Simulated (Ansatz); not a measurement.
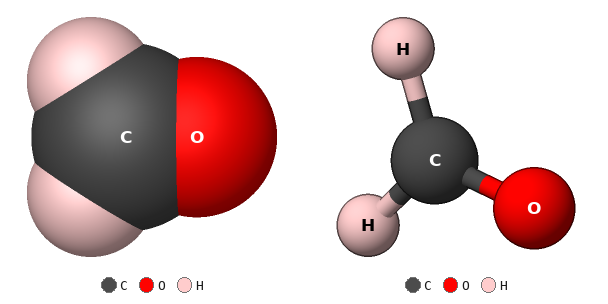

The same structure drawn twice, from different directions.

Computed geometry: PBE0-D4/def2-TZVP optimisation.

Description:

Formula CH₂O. This geometry has C2v symmetry. All atoms lie on one plane. Coordination: 1 C trigonal planar.

The parts below concern this one geometry. Atoms keep their numbers from picture to picture.

### Dipole moment

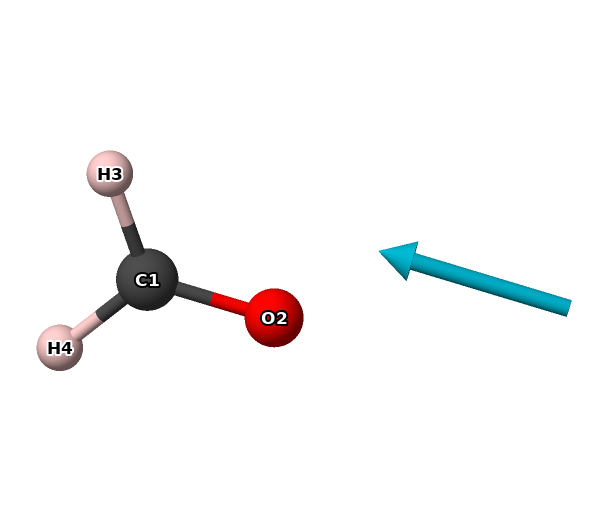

The arrow beside the molecule shows the direction of the dipole moment, from the negative to the positive end (its length means nothing). Level of theory: RKS PBE0-D4/def2-TZVP (Ansatz 0.2.0).

**How large is the dipole moment?**

2.31 D; it points from the side of O2 to the side of H3, H4 (the outermost atoms at the two ends).

### Vibrations

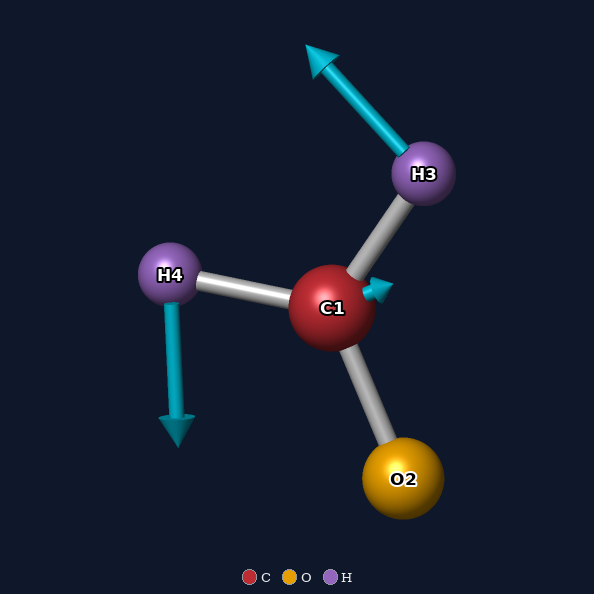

The arrows show one normal mode. Harmonic vibrations computed with RKS PBE0-D4/def2-TZVP (Ansatz 0.2.0) at a stationary point of the same level.

**What kind of motion is it?**

Mostly H–C–O bending.

**At what wavenumber does it lie?**

1267 cm⁻¹; it is mode 2 of 6 counted from the lowest.

### Electronic properties

Method: RKS PBE0-D4/def2-TZVPP (Ansatz 0.2.0).

**What is the LUMO energy (Kohn–Sham orbital)?**

−1.25 eV.

**Estimate the HOMO energy (Kohn–Sham orbital).**

−7.82 eV.
